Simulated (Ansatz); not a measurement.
## Electronic structure of C₄H₂F₂Zr (SMILES C#[C][Zr]([F])([F])[C]#C) in real space

The calculation's input:

```
crystal:
  periodic: [false, false, false]
  atoms:
    - {symbol: C, position_ang: [1.158323, -2.529046, 0.827572]}
    - {symbol: C, position_ang: [0.831202, -1.567878, 0.159647]}
    - {symbol: Zr, position_ang: [0.236338, 0.158888, -1.019154]}
    - {symbol: F, position_ang: [-0.820717, -0.409545, -2.475146]}
    - {symbol: F, position_ang: [1.776215, 1.051655, -1.645369]}
    - {symbol: C, position_ang: [-0.922034, 1.507051, 0.232167]}
    - {symbol: C, position_ang: [-1.568380, 2.253460, 0.940750]}
    - {symbol: H, position_ang: [1.445044, -3.372822, 1.415334]}
    - {symbol: H, position_ang: [-2.135992, 2.908256, 1.564199]}
basis:
  gaussian: {orbitals: def2-TZVPP}
hamiltonian: {xc: pbe0, dispersion: d4}
output: {orbitals: {seedname: orbitals}}
```

Run with:

```sh
ansatz run in.yaml --threads 4 --pin off --events-out ev --progress --plain --max-ram 11315MiB
```

Geometry: PBE0-D4/def2-TZVP; core potentials replace the inner electrons of Zr.

These are results of RKS PBE0-D4/def2-TZVPP in Ansatz 0.2.0, not measurements.

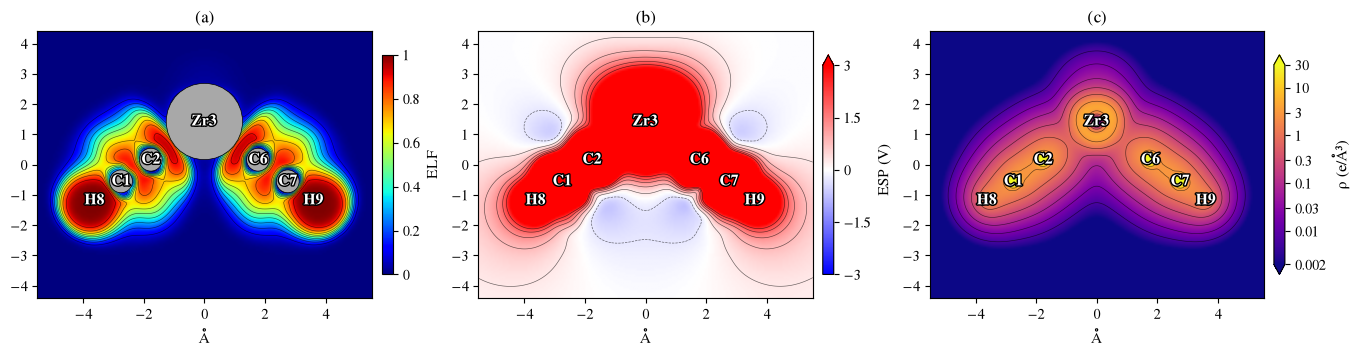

Figure 1. (a) electron localisation function; (b) electrostatic potential; (c) electron density on the plane of atoms C2, Zr3 and C6. Grey discs cover the atomic cores in the ELF map.

What does the map show?

Answer.
- The plane passes through C, Zr and H nuclei.
- C–C (1.22 Å): ρ is about 2.9 e/Å³ halfway; the ELF peaks at about 0.85 between the atoms (a short, multiple covalent bond).
- C–Zr (2.17 Å): ρ at the midpoint is about 0.7 e/Å³; the ELF peaks at about 0.95 in the valence shell of C, 0.7 Å from its nucleus, and is about 0.40 at the midpoint.
- C–H (1.07 Å): ρ is about 2.1 e/Å³ halfway; the ELF climbs to about 1 towards the hydrogen, as it does in any bond to H; an ordinary covalent bond to hydrogen.
- Outside the dense part of the molecule the potential is most negative (−0.7 V) near C2 and C6.

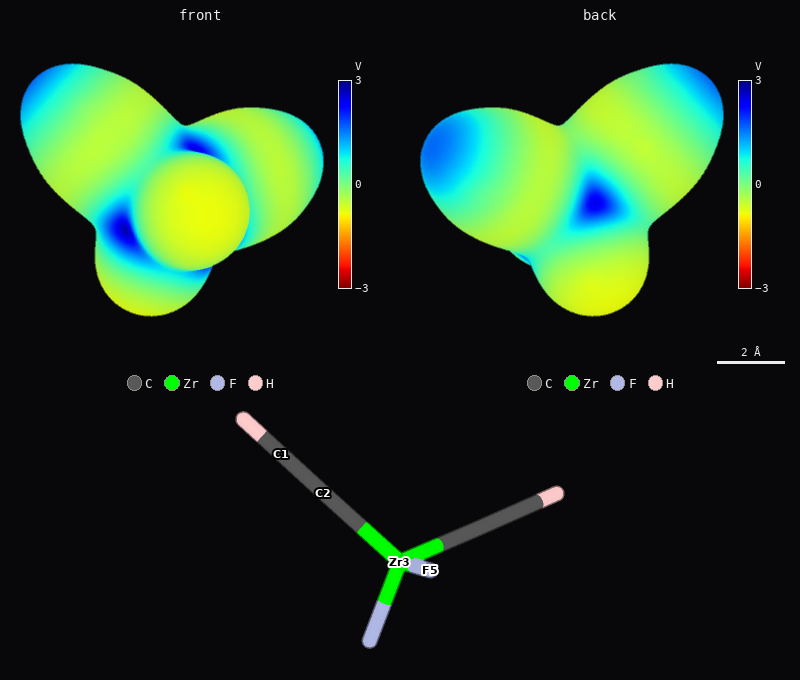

Figure 2. The molecular electrostatic potential painted on the density surface at 0.001 e/bohr³, seen from the front and from behind; red is negative and blue positive. The bare structure is drawn below in the same view.

Describe the electrostatic potential map.

Answer. The most negative region (about −0.8 V) lies over F4 and F5, the most positive (about +2.4 V) over Zr3.

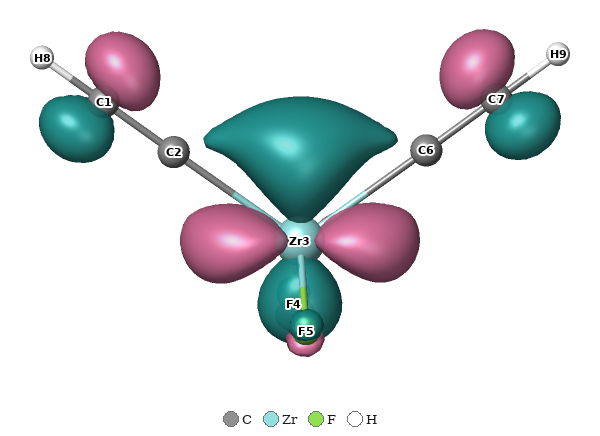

Figure 3. The LUMO at ±0.15 Å⁻³ᐟ² (teal and pink are the two phases), seen across its widest extent.

What is the character of this orbital?

Answer. It lies mainly on Zr3 (about 55 %), C1 (about 10 %), C7 (about 10 %), C2 (about 10 %) and C6 (about 10 %). Its energy is −2.57 eV.

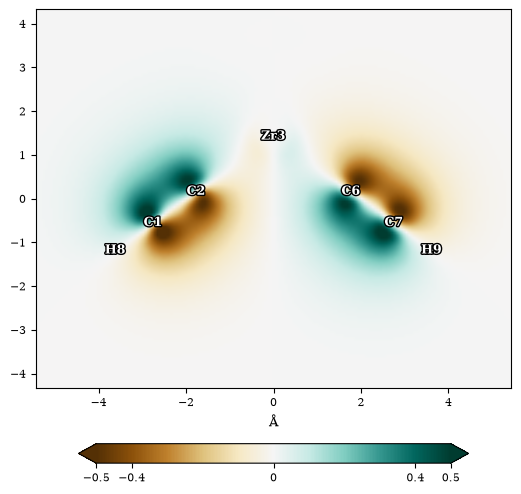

Figure 4. The HOMO on the plane of atoms C2, Zr3 and C6 (values in Å⁻³ᐟ²; the overall sign is arbitrary).

What is the character of this orbital?

Answer. Its weight (Hirshfeld) is mainly on C1 (about 25 %), C7 (about 25 %), C2 (about 20 %) and C6 (about 20 %). Its energy is −8.44 eV.
